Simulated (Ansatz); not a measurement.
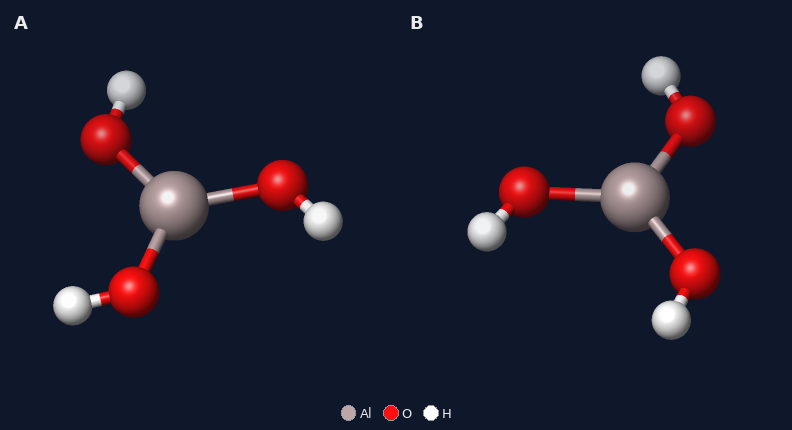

2 stationary structures of one formula. Geometries: PBE0-D4/def2-TZVP. Electronic energies: CCSD(T)/CBS (MP2 limit from def2-TZVPP and def2-QZVPP plus CCSD(T) − MP2) (Ansatz 0.2.0), without zero-point energy.

Which is lowest in energy, and by how much?

Answer. A is lowest (C3h, a minimum); B lies 1.4 kcal/mol above it (Cs, a minimum).

Give E(B) − E(A) in kcal/mol at these levels too: RHF-MP2 (frozen core)/def2-QZVPP; PBE-D4/def2-TZVPP; SPW92 (LDA)/def2-TZVPP; PBE0-D4/def2-TZVP; BHLYP-D4/def2-TZVPP; B97M-V/def2-TZVPP; r2SCAN-D4/def2-TZVPP; CAM-B3LYP-D4/def2-TZVPP.

```
                           level  E(B) − E(A) (kcal/mol)
RHF-MP2 (frozen core)/def2-QZVPP                    +1.4
               PBE-D4/def2-TZVPP                    +1.4
          SPW92 (LDA)/def2-TZVPP                    +1.5
               PBE0-D4/def2-TZVP                    +1.6
             BHLYP-D4/def2-TZVPP                    +1.6
               B97M-V/def2-TZVPP                    +1.5
            r2SCAN-D4/def2-TZVPP                    +1.4
         CAM-B3LYP-D4/def2-TZVPP                    +1.6
```
